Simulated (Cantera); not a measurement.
Input: 1 mol FeS₂, 3 mol SO₂, 1.5 mol CO₂, equilibrated at 1002 °C.

Equilibrium computed with Cantera from the NASA thermochemical tables; the gas is ideal and each condensed phase is pure. Candidate condensed phases: C, Fe, Fe(CO)₅, FeO, FeS, FeSO₄, FeS₂, Fe₂O₃, Fe₂(SO₄)₃, Fe₃O₄, S; 25 gas species. Metal and sulfide melt together well below either melting point, which pure phases cannot show. Mutual solubility and eutectic melting of coexisting phases are not modelled. The tables' stoichiometric FeO is somewhat more stable than real wüstite, so its field is too wide. FeO, FeS: taken at fixed stoichiometry. Gases not in the tables: S₃ to S₇. Kinetics and transport are ignored.

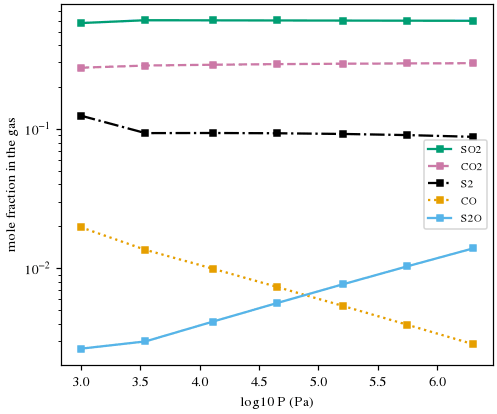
*Equilibrium gas composition (values under 1e-9 drawn at 1e-9)*

At 10.0 mbar the condensed part is FeO(s) + FeS(s). From 35.0 mbar to 20.0 bar the condensed part is FeS(s).
